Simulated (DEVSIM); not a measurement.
Structure: abrupt Si p-n junction, at 300 K.

```csv
layer (left to right),material,thickness (μm),Nd (cm⁻³),Na (cm⁻³),τn (s),τp (s)
1,Si,15.0,-,2.7e17,5.4e-7,5.4e-7
2,Si,23.0,3.4e15,-,5.4e-7,5.4e-7
```

Left contact: ohmic. Right contact: ohmic. Voltage is applied to the left contact. Recombination: SRH at mid-gap, Auger. Gap narrowing is on: ΔEg = 6.92 meV × (l + √(l² + 0.5)), l = ln(N/1.3e17 cm⁻³), shared equally by both band edges. Mobility is constant in doping.

The device is made up for the run: typed textbook-type constants, with dimensions and the other settings drawn at random. Values at 300 K.

```
parameter           Si
-------------  -------
gap (eV)         1.124
affinity (eV)     4.05
permittivity      11.7
Nc (cm⁻³)      2.86e19
Nv (cm⁻³)       3.1e19
μn (cm²/Vs)       1417
μp (cm²/Vs)        470
Cn (cm⁶/s)     2.8e-31
Cp (cm⁶/s)     9.9e-32
```

Simulated with DEVSIM: 1D drift-diffusion, Boltzmann statistics, complete ionisation; no tunnelling, impact ionisation, image-force lowering or self-heating.

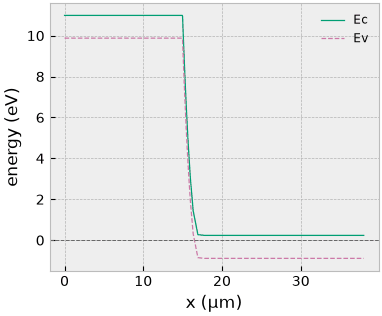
Figure: Band edges at -10.0 V on the left contact

Energies count from the Fermi level of the right contact; mesh points crowd at the junctions.

```tsv
x (μm)	Ec (eV)	Ev (eV)	n (cm⁻³)	p (cm⁻³)	field (V/cm)
0.000	10.989	9.877	690	2.7e17	≈ 0
0.04528	10.989	9.877	690	2.7e17	≈ 0
0.1677	10.989	9.877	680	2.7e17	≈ 0
0.5284	10.989	9.877	660	2.7e17	≈ 0
2.179	10.989	9.877	590	2.7e17	≈ 0
6.070	10.989	9.877	410	2.7e17	≈ 0
11.69	10.989	9.877	150	2.7e17	≈ 0
14.19	10.989	9.877	< 1e2	2.7e17	≈ 0
14.73	10.989	9.877	< 1e2	2.7e17	≈ 0
14.92	10.989	9.877	< 1e2	2.7e17	-20
14.99	10.929	9.817	< 1e2	2.6e16	-56000
15.04	10.445	9.322	110	1.2e8	-100000
15.15	9.352	8.229	910	34000	-98000
15.47	6.491	5.367	4000	32000	-81000
16.93	0.270	-0.853	8.3e14	< 1e2	-4500
20.62	0.234	-0.890	3.4e15	7000	≈ 0
29.36	0.234	-0.890	3.4e15	22000	≈ 0
35.02	0.234	-0.890	3.4e15	30000	≈ 0
37.27	0.234	-0.890	3.4e15	34000	≈ 0
37.75	0.234	-0.890	3.4e15	34000	≈ 0
37.93	0.234	-0.890	3.4e15	35000	≈ 0
38.00	0.234	-0.890	3.4e15	35000	≈ 0
```
